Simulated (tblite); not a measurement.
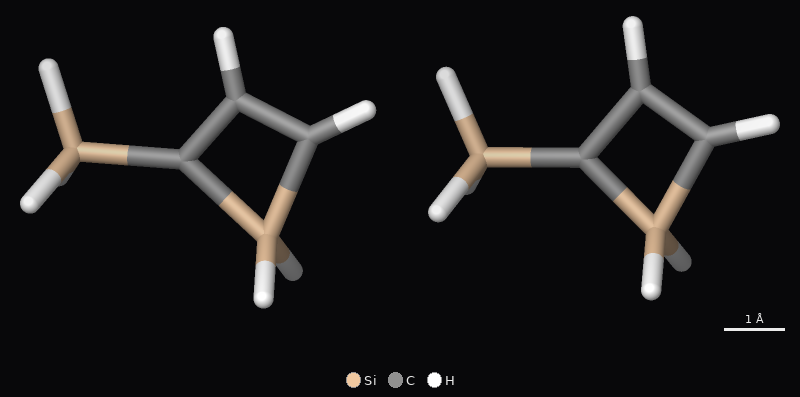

Two geometries of C$_{3}$H$_{7}$Si$_{2}$ (multiplicity 2), drawn at one scale. One is the start of a relaxation, the other its converged end. The picture is a stick view, seen at a tilt.

The calculation used GFN2-xTB geometry optimisation, gas phase (tblite 0.8.0). 

Question: Which one is relaxed?

Answer: The left one is the relaxed one. The largest moves after the best rigid fit, 0.25 Å, are those of H atoms. Largest moves by element: H 0.25 Å, Si 0.22 Å, C 0.18 Å. Some distances before and after: C–Si 1.728 → 1.916 Å, C–C 1.552 → 1.405 Å, C–Si 1.748 → 1.858 Å, C–Si 1.850 → 1.889 Å. Among the angles between lasting bonds that change: C–C–C 95.5° → 105.3°, Si–C–H 133.0° → 140.0°, Si–C–Si 133.9° → 140.7°. The energy falls by 24.1 kcal/mol in 40 geometry steps. Cost: 0.17 s on 1 thread of Arm Neoverse V2, with other jobs on the host.
